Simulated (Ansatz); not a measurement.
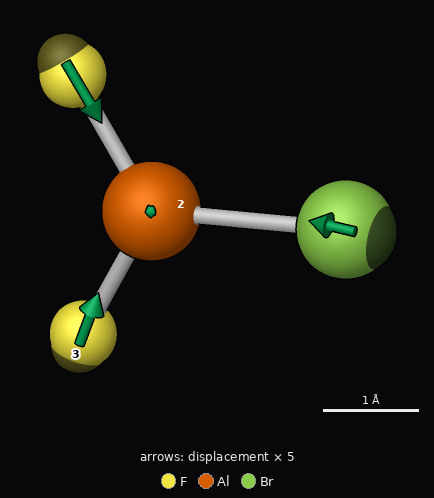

This is a relaxation of AlBrF$_{2}$ (coarse preliminary run). The starting structure is drawn faded, the final one solid; green arrows show the displacements, magnified 5 times. The two geometries are superimposed by the best rigid fit.

The picture is a ball-and-stick view, seen at a tilt.

The start comes from a force field.

All numbers below come from Ansatz 0.2.0, RKS PBE-D4/def2-SVP. Set-up: force threshold 0.03 eV/Å; at most 200 steps.

> Atoms of which element are displaced furthest, and by how much?

Fluorine: up to 0.15 Å, against 0.11 Å for bromine.

> What did the optimiser do to the structure, and how much energy did it gain?

The energy falls by 0.599 eV in 4 geometry steps. The largest force component goes from 2.9 to 0.024 eV/Å. The atom that moves furthest after the best rigid fit is an F atom (0.15 Å). Largest moves by element: F 0.15 Å, Br 0.11 Å, Al 0.02 Å. Among the contacts that change: Al–F 1.823 → 1.663 Å, Al–F 1.796 → 1.663 Å, Al–Br 2.330 → 2.232 Å. The run took about 9 core-seconds on a shared host.
